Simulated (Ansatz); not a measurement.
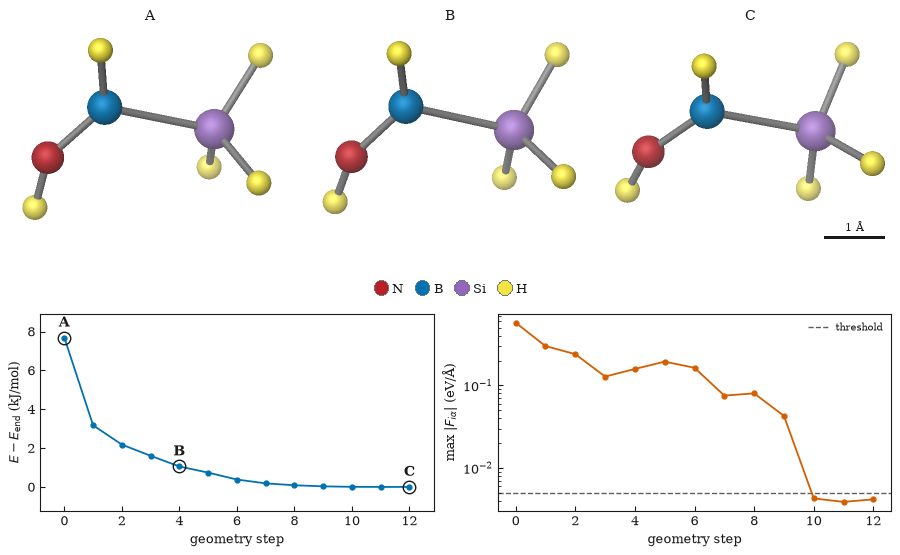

Frames of a relaxation of BSiNH$_{5}$ (multiplicity 2), marked on the history of the run. Style: ball-and-stick. Shown at a tilt.

Theory: Ansatz 0.2.0, UKS PBE0-D4/def2-TZVP. Settings: force threshold 0.005 eV/Å; at most 200 steps.

**What happens along the run?**

The largest moves after the best rigid fit, 0.47 Å, are those of H atoms. Largest moves by element: H 0.47 Å, N 0.19 Å, B 0.14 Å, Si 0.04 Å. Near-neighbour distances that change, for instance: B–H 1.171 → 1.201 Å, B–Si 2.040 → 2.059 Å, H–Si 1.468 → 1.486 Å, B–N 1.300 → 1.314 Å. Bond angles that change, for instance: B–N–H 143.5° → 151.3°, N–B–Si 117.7° → 113.3°, Si–B–H 115.4° → 118.7°. Groups turn about B–Si by about 35°. Over 12 geometry steps the energy falls by 7.68 kJ/mol. The largest force component goes from 0.58 to 0.0042 eV/Å. From step 0 to 4: H atoms move most (0.22 Å), energy −6.63 kJ/mol. From step 4 to 12: an H atom moves most (0.28 Å), energy −1.05 kJ/mol.

| step | E − E(0), kJ/mol | largest force component, eV/Å |
| --- | --- | --- |
| 0 | 0.00 | 0.5752 |
| 1 | -4.51 | 0.2997 |
| 2 | -5.51 | 0.2394 |
| 3 | -6.08 | 0.1280 |
| 4 | -6.63 | 0.1583 |
| 5 | -6.95 | 0.1943 |
| 6 | -7.30 | 0.1637 |
| 7 | -7.50 | 0.0754 |
| 8 | -7.60 | 0.0801 |
| 9 | -7.65 | 0.0428 |
| 10 | -7.68 | 0.0043 |
| 11 | -7.68 | 0.0039 |
| 12 | -7.68 | 0.0042 |
